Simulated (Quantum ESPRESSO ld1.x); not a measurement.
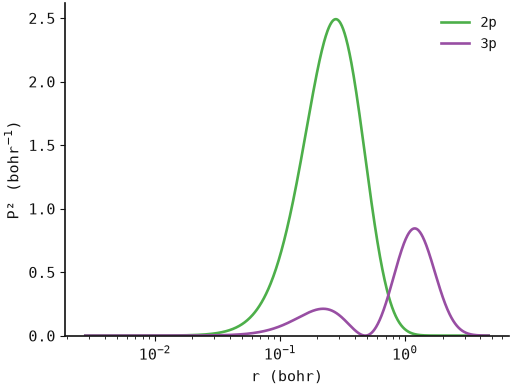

Figure 1. The radial probability densities P² of 2p and 3p. 2p: outer maximum at 0.280 bohr, ⟨r⟩ = 0.376 bohr, 0 nodes, eigenvalue −278.3 eV; 3p: outer maximum at 1.20 bohr, ⟨r⟩ = 1.40 bohr, 1 node, eigenvalue −50.0 eV.

# Run report: Ar³⁺, atomic calculation

The argon ion Ar³⁺ in the configuration [Ne] 3s2 3p3. Computed at this level: scalar-relativistic Kohn-Sham, B86b exchange with PBE correlation, spin-unpolarised, spherical densities, point nucleus (Quantum ESPRESSO ld1.x 7.5).

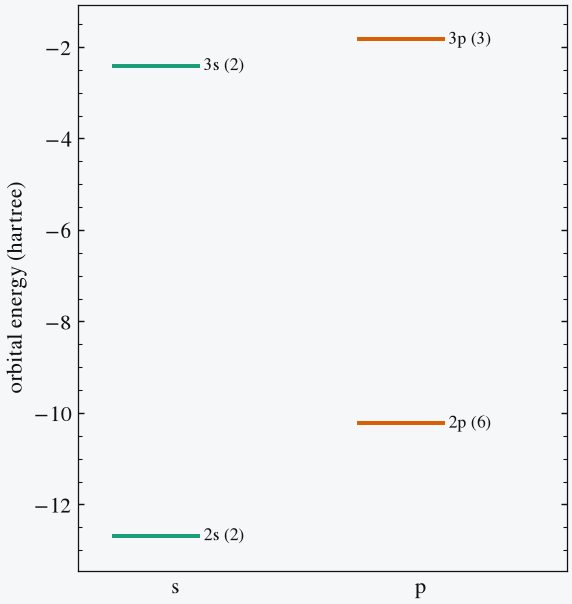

Figure 2. The outer levels are drawn by angular momentum (occupations in brackets). The highest occupied level is 3p at −1.84 hartree. From the top down the occupied levels run 3p (−1.84 hartree), 3s (−2.41 hartree), 2p (−10.23 hartree), 2s (−12.69 hartree). The semi-empirical ionisation energy (NIST) is 59.6 eV; minus the highest level, 50.0 eV, lies 16 % below it, as is usual for a semilocal functional, whose potential decays too fast.

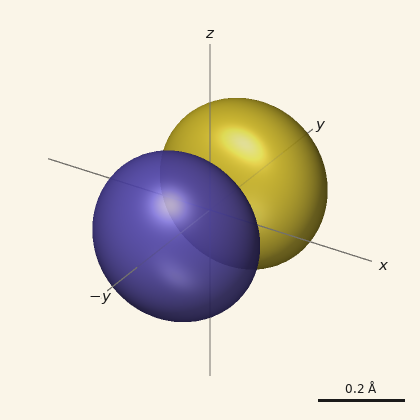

Figure 3. The 2p(y) orbital. The surface of constant |ψ| that holds about 80 % of the electron is drawn, yellow where ψ is positive and blue where it is negative. The radial function comes from the spherical calculation and is multiplied by a real spherical harmonic; the overall sign is chosen so that the largest lobe of P(r) is positive; at the scalar-relativistic level it is the large component. It has the nodal plane xz and no radial node. The maximum of P² lies at 0.280 bohr, ⟨r⟩ = 0.376 bohr, 90 % of the charge lies within 0.622 bohr, and the eigenvalue is −278.3 eV, with 6 electrons in the shell.

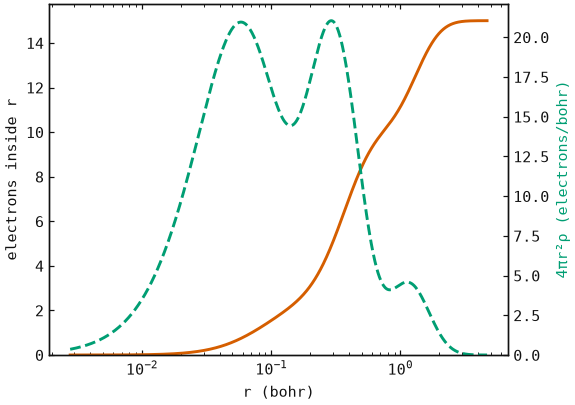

Figure 4. The number of electrons inside radius r (solid) and the radial density 4πr²ρ (dashed). The count levels off at 15 electrons. Half of them lie within 0.430 bohr, 90 % within 1.57 bohr and 99 % within 2.49 bohr. The radial density has minima at 0.141 and 0.830 bohr, where the count stands at 2.2 and 10.4; these part the shells that the density resolves.

These pictures come from the run below.

**Input**
```
 &input
    zed=18.0,
    iswitch=1,
    rel=1,
    dft='B86BPBE',
    config='[Ne] 3s2 3p3',
    prefix='ld1',
    max_out_wfc=37,
    file_charge='ld1.rho',
 /
```

**Log**
```
     Program LD1 v.7.5 starts

     --------------------------- All-electron run ----------------------------

     scalar relativistic calculation

     atomic number is 18.00
     dft =B86BPBE   lsd =0 sic =0 latt =0  beta=0.20 tr2=1.0E-14
     Exchange-correlation= B86BPBE
                           (   1   4  22   4   0   0   0)
     mesh =1937 r(mesh) =  99.24864 a.u. xmin = -8.00 dx = 0.00800
     1 Ry =  13.60569312 eV, c = 137.03599908

     n l     nl                  e(Ry)          e(Ha)          e(eV)
     1 0     1S 1( 2.00)      -233.0852      -116.5426     -3171.2852
     2 0     2S 1( 2.00)       -25.3748       -12.6874      -345.2414
     2 1     2P 1( 6.00)       -20.4558       -10.2279      -278.3157
     3 0     3S 1( 2.00)        -4.8238        -2.4119       -65.6311
     3 1     3P 1( 3.00)        -3.6734        -1.8367       -49.9786

     final scf error:  9.3E-15 reached in  19 iterations

     Etot =   -1052.405372 Ry,    -526.202686 Ha,  -14318.704536 eV

     Ekin =    1058.108589 Ry,     529.054294 Ha,   14396.300750 eV
     Encl =   -2460.580035 Ry,   -1230.290018 Ha,  -33477.896862 eV
     Eh   =     409.265037 Ry,     204.632519 Ha,    5568.334501 eV
     Exc  =     -59.198963 Ry,     -29.599482 Ha,    -805.442925 eV

     normalization and overlap integrals

     s(1S/1S) =  1.000000  <r> =   0.0857  <r2> =    0.0099  r(max) =   0.0560
     s(1S/2S) = -0.001398
     s(1S/3S) = -0.000493
     s(2S/2S) =  1.000000  <r> =   0.4133  <r2> =    0.2026  r(max) =   0.3388
     s(2S/3S) = -0.000262
     s(2P/2P) =  1.000000  <r> =   0.3756  <r2> =    0.1752  r(max) =   0.2796
     s(2P/3P) = -0.000204
     s(3S/3S) =  1.000000  <r> =   1.2904  <r2> =    1.9070  r(max) =   1.1339
     s(3P/3P) =  1.000000  <r> =   1.3958  <r2> =    2.2630  r(max) =   1.1992

     ------------------------ End of All-electron run ------------------------
```

**Results in brief**

| quantity | value |
| --- | --- |
| outcome | converged |
| total energy | −526.202686 hartree |
| kinetic energy | 529.054294 hartree |
| electron–nucleus energy | −1230.2900 hartree |
| Hartree energy | 204.632519 hartree |
| exchange–correlation energy | −29.599481 hartree |
| radius at density 0.001 e/bohr³ | 2.98 bohr |
| SCF iterations | 19 |
| hardware | 1 CPU thread, shared host |
| wall time | 0.89 s |
